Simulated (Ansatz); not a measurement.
# RPA@PBE/STO-3G run of SiPH4 (SMILES [SiH2]P)

Aim: the vertical electron affinity of SiPH4 at RPA@PBE/STO-3G, from 2 runs. 

Program for the calculation: Ansatz 0.2.0.

47 further runs of the same task are left out: 47 set aside as unsound or not needed.

### Step 1. The molecule

SiPH4 has 6 atoms, charge 0, and is taken as a doublet. SMILES: `[SiH2]P`. The shape is that of a GFN2-xTB optimisation. This is one conformer, not always the lowest.

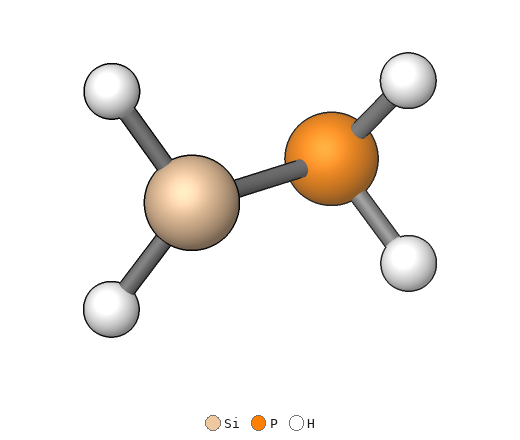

Viewed from a chosen angle; silicon light orange, phosphorus orange, hydrogen white.

### Step 2. A single-point energy at RPA@PBE/STO-3G

The input, molecule.yaml:

```yaml
crystal:
  periodic: [false, false, false]
  atoms:
    - {symbol: Si, position_ang: [0.127020, -0.986120, -0.104660]}
    - {symbol: P, position_ang: [-0.338670, 1.170000, 0.142220]}
    - {symbol: H, position_ang: [-0.300620, -1.724700, 1.087920]}
    - {symbol: H, position_ang: [-0.579260, -1.514310, -1.276300]}
    - {symbol: H, position_ang: [0.434680, 1.617150, -0.915300]}
    - {symbol: H, position_ang: [0.656850, 1.437980, 1.066130]}
basis:
  gaussian:
    orbitals: STO-3G
magnetization:
  spin_polarized: true
  initial_magnetization: 1
hamiltonian:
  xc: {name: PBE}
correlation:
  method: rpa
  frozen_orbitals: {H: 0, P: 5, Si: 5}
accuracy: high
```

On the command line:

```sh
$ ansatz run molecule.yaml --threads 1 --pin off --max-ram 2610MiB --events-out events.jsonl --progress --plain --runs-dir runs
```

Log:

```text
Warning: RAYON_NUM_THREADS=1 ignored (pool sized by the plan → 1); use --threads N
Functional definition: PBE
  name "PBE"
  parameter kappa = 0.804
  parameter beta = 0.06672455060314922
  exchange = pbe_x(kappa = kappa, mu = beta*pi^2/3)
  correlation = pbe_c(beta = beta)
391 factors; integrals over basis functions are off by at most 2.7e-9 eV
mean field evaluation 1: about -17023.1953 eV, gradient 9.2e0 eV
mean field evaluation 2: about -17023.1484 eV, gradient 9.2e0 eV
mean field evaluation 4: about -17023.7740 eV, gradient 8.1e-1 eV
mean field evaluation 8: about -17023.7796 eV, gradient 1.8e-2 eV
mean field evaluation 16: about -17023.7796 eV, gradient 3.8e-7 eV
mean field -17023.77963708 eV, -625.6123625305 hartree, gradient 6.2e-8 eV, S^2 0.750807; 0 other end points of the search recorded, 0 dependent functions left out
10 core orbitals not correlated: weight in the atoms' cores, before any rotation towards them, 0.999 or more for the frozen orbitals, at most 0.000 for the correlated occupied ones
reference -17000.98518194 eV, -624.7746817547 hartree; 7, 6 occupied and 5, 6 virtual orbitals, 391 factors
Total energy: -17005.49343055 eV, -624.9403568354 hartree
```

It took 1.8 s on 1 thread of AMD EPYC 9R14 (Zen 4), shared host; peak memory 0.16 GiB.

### Step 3. The singlet anion, same level

The input, run.yaml:

```yaml
crystal:
  periodic: [false, false, false]
  atoms:
    - {symbol: Si, position_ang: [0.127020, -0.986120, -0.104660]}
    - {symbol: P, position_ang: [-0.338670, 1.170000, 0.142220]}
    - {symbol: H, position_ang: [-0.300620, -1.724700, 1.087920]}
    - {symbol: H, position_ang: [-0.579260, -1.514310, -1.276300]}
    - {symbol: H, position_ang: [0.434680, 1.617150, -0.915300]}
    - {symbol: H, position_ang: [0.656850, 1.437980, 1.066130]}
basis:
  gaussian:
    orbitals: STO-3G
correlation:
  method: rpa
  frozen_orbitals: {H: 0, P: 5, Si: 5}
hamiltonian:
  xc: {name: PBE}
accuracy: high
total_charge: -1
```

On the command line:

```sh
$ ansatz run run.yaml --threads 1 --pin off --max-ram 2610MiB --events-out events.jsonl --progress --plain --runs-dir runs
```

Log:

```text
Warning: RAYON_NUM_THREADS=1 ignored (pool sized by the plan → 1); use --threads N
Functional definition: PBE
  name "PBE"
  parameter kappa = 0.804
  parameter beta = 0.06672455060314922
  exchange = pbe_x(kappa = kappa, mu = beta*pi^2/3)
  correlation = pbe_c(beta = beta)
391 factors; integrals over basis functions are off by at most 2.7e-9 eV
mean field evaluation 1: about -17017.9505 eV, gradient 1.8e1 eV
mean field evaluation 2: about -17017.9108 eV, gradient 1.8e1 eV
mean field evaluation 4: about -17019.2665 eV, gradient 2.1e0 eV
mean field evaluation 8: about -17019.2850 eV, gradient 4.7e-3 eV
mean field evaluation 16: about -17019.2850 eV, gradient 2.9e-8 eV
mean field -17019.28501910 eV, -625.4471883662 hartree, gradient 3.0e-8 eV, S^2 0.000000; 0 other end points of the search recorded, 0 dependent functions left out
10 core orbitals not correlated: weight in the atoms' cores, before any rotation towards them, 0.999 or more for the frozen orbitals, at most 0.000 for the correlated occupied ones
reference -16995.68046615 eV, -624.5797370451 hartree; 7, 7 occupied and 5, 5 virtual orbitals, 391 factors
Total energy: -17000.02383458 eV, -624.7393528909 hartree
```

Wall time 1.4 s (1 thread of AMD EPYC 9R14 (Zen 4), shared host); peak memory 0.12 GiB.

### Step 4. Outcome

Level: RPA@PBE/STO-3G, 10 core orbitals frozen.

| quantity | value |
| --- | --- |
| doublet SiPH4: total energy | -624.94036 Eh |
| doublet SiPH4: RPA correlation energy (valence) | -165.7 mEh |
| doublet SiPH4: ⟨S²⟩ of the reference determinant | 0.751 |
| singlet anion: total energy | -624.73935 Eh |
| singlet anion: RPA correlation energy (valence) | -159.6 mEh |
| vertical electron affinity (to the singlet anion) | -5.470 eV |

In words: The anion lies 5.47 eV (528 kJ/mol) above the neutral: the electron isn't bound at this level, and such a value depends on the basis. Without diffuse functions anions come out too high. In a minimal basis such a difference can be off by several eV, whatever the method.
